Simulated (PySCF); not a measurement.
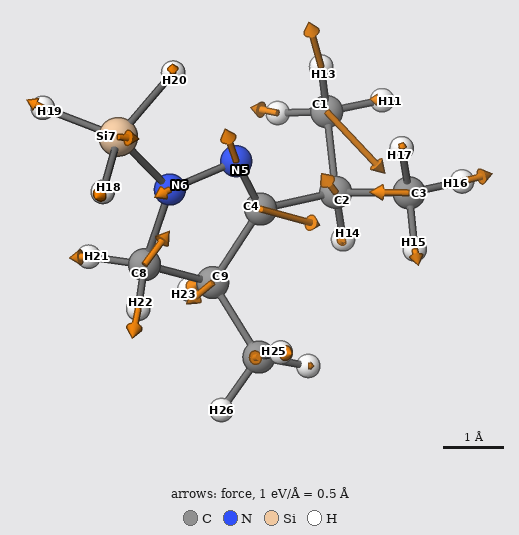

Starting geometry of C$_{7}$H$_{16}$N$_{2}$Si with the computed forces as orange arrows. Style: ball-and-stick. Shown at a tilt.

The start comes from GFN2-xTB. Its atoms were then displaced at random by about 0.01 Å.

Computed with PBE0-D3(BJ)/def2-SVP geometry optimisation, gas phase (PySCF). 

Question: What follows when this structure is relaxed?

Answer: It isn't relaxed: the largest force vector, on a C atom, is 3.02 eV/Å. The final displacements have little in common with the starting forces (cosine between the two patterns 0.03). Over 14 geometry steps the energy falls by 7.96 kcal/mol. The largest moves after the best rigid fit, 0.79 Å, are those of H atoms. Largest moves by element: H 0.79 Å, C 0.27 Å, N 0.13 Å, Si 0.04 Å. Near-neighbour distances that change, for instance: C–H 1.046 → 1.100 Å, C–H 1.066 → 1.102 Å, H–Si 1.468 → 1.499 Å, C–C 1.488 → 1.519 Å. Among the angles between lasting bonds that change: N–Si–H 103.4° → 109.8°, N–N–Si 122.4° → 118.0°, H–Si–H 113.0° → 108.6°. Groups turn about N–Si by about 30°. The run took 8.1 min on 1 thread of Arm Neoverse V1, on a shared host.
